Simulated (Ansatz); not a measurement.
Strength of the N–Sn bond: CH7NSn → CH4N + SnH3

Species: CH7NSn `C[NH][SnH3]`, singlet; CH4N `C[NH]`, doublet; SnH3 `[SnH3]`, doublet. 

Shapes, held fixed at every level: PBE0-D4/def2-TZVP. Programs: Ansatz 0.2.0. The zero-point and thermal change to 298 K, harmonic and unscaled (PBE0-D4/def2-TZVP), is -14.7 kJ/mol.

```
               level                    kind  ΔH(298 K) (kJ/mol)  less CCSD(T)/def2-TZVPP
       HF/def2-TZVPP            Hartree–Fock              +152.6                   -123.1
   PBE-D4/def2-TZVPP                     GGA              +266.1                     -9.6
r2SCAN-D4/def2-TZVPP                meta-GGA              +249.2                    -26.5
  wB97M-V/def2-TZVPP  range-separated hybrid              +273.7                     -2.0
    CCSD(T)/def2-SVP   coupled cluster or CI              +255.4                    -20.3
       CCSD/def2-SVP   coupled cluster or CI              +248.2                    -27.5
     CCSD/def2-TZVPP   coupled cluster or CI              +264.2                    -11.5
  CCSD(T)/def2-TZVPP   coupled cluster or CI              +275.7                      0.0
```

The highest level, CCSD(T)/def2-TZVPP, gives ΔH(298 K) = +275.7 kJ/mol; the levels span +152.6 to +275.7. The column of differences is taken from that level and isn't an error. Hartree–Fock misses the correlation of the pair that is broken and comes out low. No measured value is set beside it here. Open shells run unrestricted unless RO is named. For atoms past krypton def2 sets carry core potentials with scalar relativity. Correlated rows may include outer-core shells of Sn, which these sets cover unevenly.

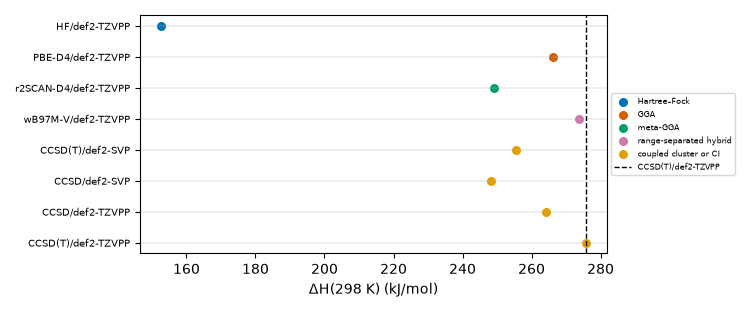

The values of the table, level by level.
